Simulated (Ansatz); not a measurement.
**Scan of one atom of the cell for CoSi2 (fluorite type, space group Fm-3m)**

Relaxed CoSi2 (fluorite type, space group Fm-3m):

```xyz
6
Lattice="0.0000 5.3597 5.3597 2.6798 0.0000 2.6798 2.6798 2.6798 0.0000" Properties=species:S:1:pos:R:3 pbc="T T T"
Co     0.0000     0.0000     0.0000
Co     0.0000     2.6798     2.6798
Si     1.3399     1.3399     1.3399
Si     1.3399     4.0197     4.0197
Si     4.0197     4.0197     4.0197
Si     4.0197     6.6996     6.6996
```

In each cell atom 5 (Si, nearest neighbour Co at 2.321 Å; its periodic images, 3.8 Å or more away, move with it) moves by s·(0.707, 0.707, 0.000) (along Cartesian [110]), the rest being held.

These are PBE (plane waves to 420 eV, PAW, scalar-relativistic; Ansatz, a quantum-chemistry and plane-wave program) values and carry that method's errors. k mesh 6×12×12 (Γ-centred), Fermi-Dirac smearing 0.05 eV. The energy includes the smearing's −TS. With partly filled bands, energies and forces of such displacements shift with the k mesh and the smearing. CoSi2 is run without spin polarisation. CoSi2 was relaxed with its symmetry unable to fall. The zero of ΔE is the undisplaced structure.

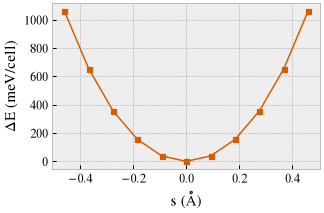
Figure: ΔE (meV/cell) against s (Å); markers are the computed points, lines only join them.

The force constant k = d²E/ds² at s = 0 (finite differences) is 8.97 eV/Å² and the force along the line at s = -0.460 Å comes out as 5.10 eV/Å. The energy at s = 0.460 Å comes out as 1063 meV/cell. Shape of the curve: a single well with its minimum at or next to zero displacement. Harmonic estimate at the end of the scan: ½ks² = 949 meV/cell against the computed 1063 meV/cell, so the well is stiffer than harmonic there.

The forces along the line at the two nearest points give (0.833 − (-0.833)) / (2·0.092) = 9.05 eV/Å²; the next pair corrects for the finite step.

(For displaced atoms, the force is minus the slope of the energy, and its curvature is a force constant, which sets phonon frequencies.)
